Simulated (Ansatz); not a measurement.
KYAgC6N6, 60 atoms, a = 11.91 Å, b = 11.91 Å, c = 11.91 Å, α = 90.00°, β = 90.00°, γ = 90.00°.

Space group F-43m; a structure generated by program, which may or may not match a known phase; spin-polarised.

Level of theory: DFT PBE, scalar-relativistic, plane waves, PAW in Ansatz 0.2.0.

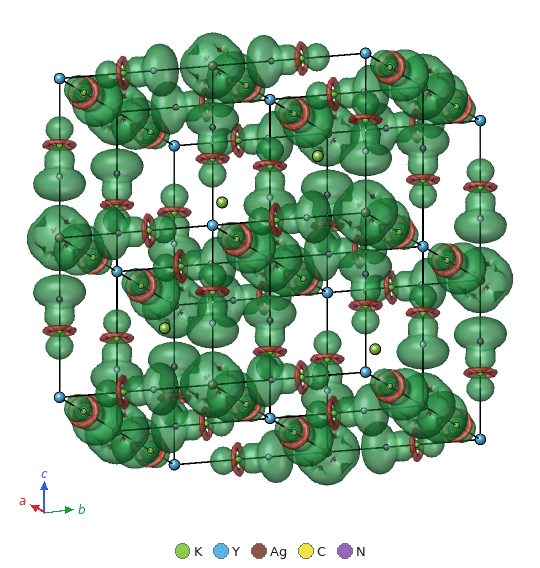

KYAgC6N6. Isosurfaces of the spin density at +0.004 (green) and −0.004 e/Å³ (red), seen at an oblique angle. Sticks mark near contacts.

In a PAW calculation such maps are meaningful between the atoms, not at the nuclei.

### Where is the spin, and how is it ordered?

The spin density sits on Ag: +0.5 μB (×4) in one cell of 60 atoms: parallel main moments, as they must be, since the calculation's own cell holds one magnetic site. The cell of the calculation (15 atoms) carries 1.0 μB of net spin moment.
